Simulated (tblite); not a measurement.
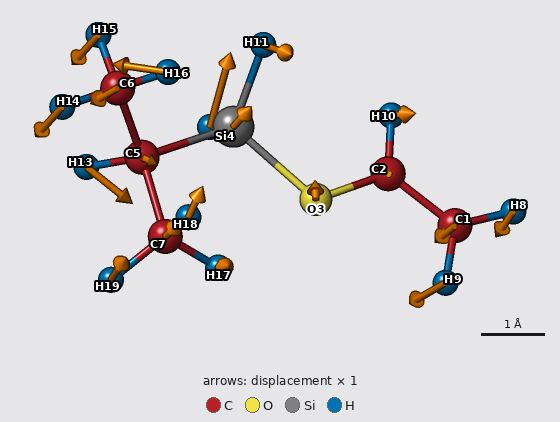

A relaxation of C$_{5}$H$_{12}$OSi. The starting structure is drawn; orange arrows show the displacements, at their true length. The two geometries are superimposed by the best rigid fit.

The picture is a ball-and-stick view, seen at a tilt.

Computed with GFN2-xTB geometry optimisation, gas phase (tblite). 

**Which element moves most?**

Hydrogen: up to 1.44 Å, against 0.74 Å for carbon.

**What did the optimiser do to the structure, and how much energy did it gain?**

Over 209 geometry steps the energy falls by 18.7 kcal/mol. The atom that moves furthest after the best rigid fit is an H atom (1.44 Å). Largest moves by element: H 1.44 Å, C 0.74 Å, Si 0.61 Å, O 0.38 Å. Near-neighbour distances that change, for instance: O–Si 1.771 → 1.628 Å, C–O 1.402 → 1.347 Å, C–C 1.357 → 1.321 Å, C–H 1.118 → 1.090 Å. Among the angles between lasting bonds that change: C–O–Si 112.8° → 130.4°, O–Si–C 111.5° → 103.3°, O–C–H 121.8° → 115.6°. Groups turn about C–Si by about 60°, C–C by about 35°.
